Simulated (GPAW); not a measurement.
**Dielectric function and optical constants of GaCo**

Aim: the dielectric function of GaCo, and the optical constants that follow from it.

Program: GPAW 26.7.0. Level of theory: DFT, PBE, plane-wave PAW (GPAW data sets), scalar-relativistic, RPA, optical limit. Results are calculated unless marked as measured.

### 1. Starting point

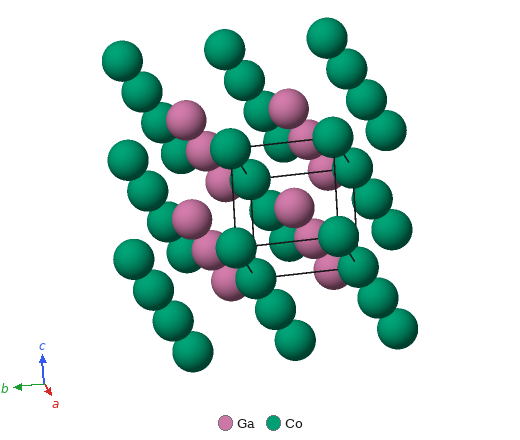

Start, viewed from a free direction; gallium pink, cobalt teal. 3×2×2 cells are drawn. Some periodic images of atoms are drawn too.

Structure file:

```cif
data_structure
_symmetry_space_group_name_H-M 'P 1'
_symmetry_Int_Tables_number 1
_cell_length_a 2.8780
_cell_length_b 2.8780
_cell_length_c 2.8780
_cell_angle_alpha 90.000
_cell_angle_beta 90.000
_cell_angle_gamma 90.000
_cell_volume 23.84
loop_
_atom_site_label
_atom_site_type_symbol
_atom_site_fract_x
_atom_site_fract_y
_atom_site_fract_z
_atom_site_occupancy
Ga1 Ga 0.50000 0.50000 0.50000 1
Co2 Co 0.00000 0.00000 0.00000 1
```

### 2. Ground state

The self-consistent density comes first; it also tells whether there is a gap, which decides the occupations and the need for a Drude term.

This step: DFT, PBE, plane-wave PAW (GPAW data sets), scalar-relativistic, ground state (GPAW 26.7.0).

File gs.py:

```python
from ase import Atoms
from ase.dft.bandgap import bandgap
from gpaw import GPAW, PW, FermiDirac

atoms = Atoms(['Ga', 'Co'],
              cell=[[2.878000000000, 0.000000000000, 0.000000000000],
                    [0.000000000000, 2.878000000000, 0.000000000000],
                    [0.000000000000, 0.000000000000, 2.878000000000]],
              scaled_positions=[[0.500000000000, 0.500000000000, 0.500000000000],
                                [0.000000000000, 0.000000000000, 0.000000000000]],
              pbc=[True, True, True])
atoms.calc = GPAW(mode=PW(500), xc='PBE', kpts={'size': (8, 8, 8), 'gamma': True},
                  occupations=FermiDirac(0.05), maxiter=150, txt='gs.txt')
print('energy (eV)', atoms.get_potential_energy())
print('Fermi level (eV)', atoms.calc.get_fermi_level())
print('valence electrons', atoms.calc.get_number_of_electrons())
print('gap (eV)', bandgap(atoms.calc, output=None)[0])
print('direct gap (eV)', bandgap(atoms.calc, direct=True, output=None)[0])
atoms.calc.write('gs.gpw')
```

Launch:

```bash
OMP_NUM_THREADS=1 python gs.py
```

Numbers of over 12 decimals in the logs are rounded to 6 here.

Output:

```text
__  _  _
 | _ |_)|_||  |
 |__||  | ||/\| - 26.7.0

Versions:
  Python: 3.12.14
  ASE:    3.29.0
  Numpy:  2.5.5
  Scipy:  1.18.1
  Libxc:  7.0.0

Input parameters:
  mode=PW(ecut=500.0),
  kpts=MonkhorstPack(size=(8, 8, 8), gamma=True),
  maxiter=150,
  occupations=Occupations(name='fermi-dirac', width=0.05, fixmagmom=False),
  xc=XC(name='PBE')

Diagonalizing LCAO Hamiltonian
Converting LCAO to pw mode
   .------.
  /|      |
 * |      |
 | | Ga   |
 | .------.
 |/      /
 Co-----*

Atoms  # Å, Bohr magnetons
|   | symbol |        x |        y |        z |    initial magnetic moments |
| 0 |     Ga | 1.439000 | 1.439000 | 1.439000 | ( 0.0000,  0.0000,  0.0000) |
| 1 |     Co | 0.000000 | 0.000000 | 0.000000 | ( 0.0000,  0.0000,  0.0000) |

Unit cell  # Å
| periodic |        x |        y |        z |  lengths |    angles |
|      yes | 2.878000 | 0.000000 | 0.000000 | 2.878000 | 90.000000 |
|      yes | 0.000000 | 2.878000 | 0.000000 | 2.878000 | 90.000000 |
|      yes | 0.000000 | 0.000000 | 2.878000 | 2.878000 | 90.000000 |

Number of symmetries: 48
Symmetry operations  # r_c * U_cc + t_c -> r_c
|    | kind |            matrix            |
|  0 |  E   |  1, 0, 0,  0, 1, 0,  0, 0, 1 |
|  1 |  σ   |  1, 0, 0,  0, 1, 0,  0, 0,-1 |
|  2 |  σ   |  1, 0, 0,  0, 0, 1,  0, 1, 0 |
|  3 |  C4  |  1, 0, 0,  0, 0, 1,  0,-1, 0 |
|  4 |  C4  |  1, 0, 0,  0, 0,-1,  0, 1, 0 |
|  5 |  σ   |  1, 0, 0,  0, 0,-1,  0,-1, 0 |
|  6 |  σ   |  1, 0, 0,  0,-1, 0,  0, 0, 1 |
|  7 |  C2  |  1, 0, 0,  0,-1, 0,  0, 0,-1 |
|  8 |  σ   |  0, 1, 0,  1, 0, 0,  0, 0, 1 |
|  9 |  C2  |  0, 1, 0,  1, 0, 0,  0, 0,-1 |
| 10 |  C3  |  0, 1, 0,  0, 0, 1,  1, 0, 0 |
| 11 |  S6  |  0, 1, 0,  0, 0, 1, -1, 0, 0 |
| 12 |  S6  |  0, 1, 0,  0, 0,-1,  1, 0, 0 |
| 13 |  C3  |  0, 1, 0,  0, 0,-1, -1, 0, 0 |
| 14 |  C4  |  0, 1, 0, -1, 0, 0,  0, 0, 1 |
| 15 |  S4  |  0, 1, 0, -1, 0, 0,  0, 0,-1 |
| 16 |  C3  |  0, 0, 1,  1, 0, 0,  0, 1, 0 |
| 17 |  S6  |  0, 0, 1,  1, 0, 0,  0,-1, 0 |
| 18 |  σ   |  0, 0, 1,  0, 1, 0,  1, 0, 0 |
| 19 |  C4  |  0, 0, 1,  0, 1, 0, -1, 0, 0 |
| 20 |  C2  |  0, 0, 1,  0,-1, 0,  1, 0, 0 |
| 21 |  S4  |  0, 0, 1,  0,-1, 0, -1, 0, 0 |
| 22 |  S6  |  0, 0, 1, -1, 0, 0,  0, 1, 0 |
| 23 |  C3  |  0, 0, 1, -1, 0, 0,  0,-1, 0 |
| 24 |  S6  |  0, 0,-1,  1, 0, 0,  0, 1, 0 |
| 25 |  C3  |  0, 0,-1,  1, 0, 0,  0,-1, 0 |
| 26 |  C4  |  0, 0,-1,  0, 1, 0,  1, 0, 0 |
| 27 |  σ   |  0, 0,-1,  0, 1, 0, -1, 0, 0 |
| 28 |  S4  |  0, 0,-1,  0,-1, 0,  1, 0, 0 |
| 29 |  C2  |  0, 0,-1,  0,-1, 0, -1, 0, 0 |
| 30 |  C3  |  0, 0,-1, -1, 0, 0,  0, 1, 0 |
| 31 |  S6  |  0, 0,-1, -1, 0, 0,  0,-1, 0 |
| 32 |  C4  |  0,-1, 0,  1, 0, 0,  0, 0, 1 |
| 33 |  S4  |  0,-1, 0,  1, 0, 0,  0, 0,-1 |
| 34 |  S6  |  0,-1, 0,  0, 0, 1,  1, 0, 0 |
| 35 |  C3  |  0,-1, 0,  0, 0, 1, -1, 0, 0 |
| 36 |  C3  |  0,-1, 0,  0, 0,-1,  1, 0, 0 |
| 37 |  S6  |  0,-1, 0,  0, 0,-1, -1, 0, 0 |
| 38 |  σ   |  0,-1, 0, -1, 0, 0,  0, 0, 1 |
| 39 |  C2  |  0,-1, 0, -1, 0, 0,  0, 0,-1 |
| 40 |  σ   | -1, 0, 0,  0, 1, 0,  0, 0, 1 |
| 41 |  C2  | -1, 0, 0,  0, 1, 0,  0, 0,-1 |
| 42 |  C2  | -1, 0, 0,  0, 0, 1,  0, 1, 0 |
| 43 |  S4  | -1, 0, 0,  0, 0, 1,  0,-1, 0 |
| 44 |  S4  | -1, 0, 0,  0, 0,-1,  0, 1, 0 |
| 45 |  C2  | -1, 0, 0,  0, 0,-1,  0,-1, 0 |
| 46 |  C2  | -1, 0, 0,  0,-1, 0,  0, 0, 1 |
| 47 |  i   | -1, 0, 0,  0,-1, 0,  0, 0,-1 |

BZ-sampling:
  Number of BZ points: 512
  Number of IBZ points: 35

  Monkhorst-Pack size: [8, 8, 8]
  Monkhorst-Pack shift: [0.0625, 0.0625, 0.0625]

K-points  # in reciprocal-cell coordinates
|     |                                coordinates |     weight |
|   0 | (  0.00000000,   0.00000000,   0.00000000) | 0.00195312 |
|   1 | (  0.12500000,   0.00000000,   0.00000000) | 0.01171875 |
|   2 | (  0.12500000,   0.12500000,   0.00000000) | 0.02343750 |
|   3 | (  0.12500000,   0.12500000,   0.12500000) | 0.01562500 |
|   4 | (  0.25000000,   0.00000000,   0.00000000) | 0.01171875 |
|   5 | (  0.25000000,   0.12500000,   0.00000000) | 0.04687500 |
|   6 | (  0.25000000,   0.12500000,   0.12500000) | 0.04687500 |
|   7 | (  0.25000000,   0.25000000,   0.00000000) | 0.02343750 |
|   8 | (  0.25000000,   0.25000000,   0.12500000) | 0.04687500 |
|   9 | (  0.25000000,   0.25000000,   0.25000000) | 0.01562500 |
| ... |                                            |            |
|  34 | (  0.50000000,   0.50000000,   0.50000000) | 0.00195312 |

Plane wave coefficients: 624
Cutoff: 500.0 eV

Spin-components: 1 (collinear spins)
Bands:           12
Projectors:      11
Spin-degeneracy: 2
Datatype:        complex128

Parallelization:
  kpt:    1
  domain: 1
  band:   1

Density:
  Valence electrons: 12.0
  Components: 1
  Grid points: [15 15 15]
  Charge: 0.0  # |e|

Potential:
  Grid points: [15 15 15]

species:
  Ga:
    name:    Gallium
    id:
    Z:       31.0
    valence: 3
    core:    28
    charge:  0.0  # [|e|]
    compensation charges:
      type: gauss
      rc: 0.37  # [Å]
      lmax: 2
    cutoffs:
      filter: 2.06  # [Å]
      core: 4.17  # [Å]
    projectors
    | kind |    occ | energy [eV] | rcut [Å] |
    |   4s |  2.000 |      -8.945 |    1.164 |
    |   4p |  1.000 |      -2.580 |    1.164 |
    |    s |        |      18.266 |    1.164 |
    |    p |        |      24.631 |    1.164 |
    |    d |        |       0.000 |    1.164 |

    Using partial waves for Ga as LCAO basis

  Co:
    name:    Cobalt
    id:
    Z:       27.0
    valence: 9
    core:    18
    charge:  0.0  # [|e|]
    compensation charges:
      type: gauss
      rc: 0.32  # [Å]
      lmax: 2
    cutoffs:
      filter: 1.87  # [Å]
      core: 2.55  # [Å]
    projectors
    | kind |    occ | energy [eV] | rcut [Å] |
    |   4s |  2.000 |      -5.469 |    1.005 |
    |   4p |  0.000 |      -1.277 |    1.058 |
    |   3d |  7.000 |      -8.205 |    1.005 |
    |    s |        |      21.742 |    1.005 |
    |    p |        |      25.934 |    1.058 |
    |    d |        |      19.007 |    1.005 |

    Using partial waves for Co as LCAO basis

Reference energy: -90787.381435  # eV

eigensolver:
  PPCG
  Converge bands: occupied
  niter=2

density mixing:
  MSR1-Mixer
  Pratt-step length: 0.05
  Maximum mixing coefficient: 0.75
  Old densities: 10
  SVD Regularization: 0.005
  Good broyden scale: 1.0
  Trust region scale: 1.0
  Backstep threshold: 4.0
  History deletion threshold: 6.0
  Fourier metric: weight=20.0, sigma=0.015

occupation numbers:
  Fermi-Dirac:
    width: 0.0500  # eV

poisson solver:
  ecut: 4000.0  # eV

xc functional:
  name: PBE with 2 nearest neighbor stencil

convergence criteria:
- Maximum [total energy] change in last 3 cyles: 0.0005 eV / valence electron
- Maximum integral of absolute [dens]ity change: 0.0001 electrons / valence electron
- Maximum integral of absolute [eigenst]ate change: 4e-08 eV^2 / valence electron
maximum number of iterations: 150

SCF iterations
|iter     |      energy | eigst |  dens |
|iter:   1||  -12.206521 | +0.33 |       |
|iter:   2||  -11.909566 | -1.68 | -0.97 |
|iter:   3||  -11.648916 | -1.62 | -1.11 |
|iter:   4||  -11.619836 | -3.32 | -1.42 |
|iter:   5||  -11.599800 | -2.94 | -1.57 |
|iter:   6||  -11.600689 | -4.00 | -2.21 |
|iter:   7||  -11.600912c| -4.44 | -2.41 |
|iter:   8||  -11.600913c| -6.35 | -3.75 |
|iter:   9||  -11.600913c| -7.52c| -4.33c|

Converged in 9 steps
SCF loop duration: 3.910 s (0.434 s/step)
Energy contributions relative to reference atoms: (reference = -90787.381435)

Energy contributions:
  Kinetic:          32.912145
  Coulomb:         -26.213968
  Zero:              0.129804
  External:          0.000000
  Xc:              -18.422409
  Entropy:          -0.012969
  Spinorbit:         0.000000
  ----------------------------
  Free energy:     -11.607398
  Extrapolated:    -11.600913

dipole moment: (-7.695488, -7.695488, -7.695488)  # |e|*Ang

Fermi level: 10.540
Eigenvalues  # (at kpt = [0.000, 0.000, 0.000])
| band index |      eig [eV] | occ [0-2] |
|          0 |        -1.630 |     2.000 |
|          1 |         7.907 |     2.000 |
|          2 |         7.907 |     2.000 |
|          3 |         9.789 |     2.000 |
|          4 |         9.789 |     2.000 |
|          5 |         9.789 |     2.000 |
|          6 |        15.712 |     0.000 |
|          7 |        15.712 |     0.000 |
|          8 |        15.712 |     0.000 |
|          9 |        21.312 |     0.000 |
|         10 |        21.312 |     0.000 |
|         11 |        23.032 |     0.000 |

No gap
No difference between direct/indirect transitions

--- standard output ---
energy (eV) -11.600913
Fermi level (eV) 10.539643
valence electrons 12.0
gap (eV) 0.0
direct gap (eV) 0.0
```

Wall time 5.6 s (1 thread of Arm Neoverse V1, shared host); peak memory 0.13 GiB.

This run has no spin polarisation, although Co can carry a moment.

Numbers from this step:

```
energy       : -11.60 eV
Fermi energy : 10.54 eV
electrons    : 12
```

There are states at the Fermi level within the smearing, so the occupations stay smeared and the carriers get a Drude term.

### 3. Bands for the response

At the fixed density, many empty bands are solved on the mesh of the response, since the spectrum sums over them.

This step: DFT, PBE, plane-wave PAW (GPAW data sets), scalar-relativistic, bands at fixed density (GPAW 26.7.0).

File nscf.py:

```python
from ase.dft.bandgap import bandgap
from gpaw import GPAW, FermiDirac

calc = GPAW('gs.gpw').fixed_density(kpts={'size': (15, 15, 15), 'gamma': True}, nbands=32, convergence={'bands': 26},
                                    occupations=FermiDirac(0.05), txt='nscf.txt')
print('gap (eV)', bandgap(calc, output=None)[0])
print('direct gap (eV)', bandgap(calc, direct=True, output=None)[0])
print('top band over the Fermi level (eV)', min(calc.get_eigenvalues(kpt=k)[25] for k in range(len(calc.get_ibz_k_points()))) - calc.get_fermi_level())
calc.write('full.gpw', mode='all')
```

Launch:

```bash
OMP_NUM_THREADS=1 python nscf.py
```

Output:

```text
Diagonalizing LCAO Hamiltonian
Converting LCAO to pw mode
convergence criteria:
- Maximum integral of absolute [eigenst]ate change: 4e-08 eV^2 / valence electron
maximum number of iterations: 150

SCF iterations
|iter     |      energy | eigst |  dens |
|iter:   1||             | +3.04 |       |
|iter:   2||             | +1.06 |       |
|iter:   3||             | +0.35 |       |
|iter:   4||             | -1.71 |       |
|iter:   5||             | -3.00 |       |
|iter:   6||             | -4.55 |       |
|iter:   7||             | -5.48 |       |
|iter:   8||             | -6.18 |       |
|iter:   9||             | -6.86 |       |
|iter:  10||             | -7.32 |       |
|iter:  11||             | -7.63c|       |
SCF steps: 11
  __  _  _
 | _ |_)|_||  |
 |__||  | ||/\| - 26.7.0

Versions:
  Python: 3.12.14
  ASE:    3.29.0
  Numpy:  2.5.5
  Scipy:  1.18.1
  Libxc:  7.0.0

Input parameters:
  mode=PW(ecut=500.0),
  convergence={'bands': 26},
  gpts=array([15, 15, 15]),
  kpts=MonkhorstPack(size=(15, 15, 15), gamma=True),
  maxiter=150,
  nbands=32,
  occupations=Occupations(name='fermi-dirac', width=0.05, fixmagmom=False),
  parallel={},
  xc=XC(name='PBE')

--- standard output ---
gap (eV) 0.0
direct gap (eV) 0.0
top band over the Fermi level (eV) 31.466273
```

It took 39 s on 1 thread; peak memory 0.18 GiB.

(Part 1 of 2 ends here.)

[Machine, clock and banner lines and Python warnings are left out of the logs.]

[Logs are printed without paths, hosts, clocks, repeated set-up lines and the standing remarks that a program may print on its own settings, such as how far it seeks lower states.]

[Hosts, paths, dates, database ids (printed as entryN), source tags and the programs' standing remarks are cut or masked in the printed files.]
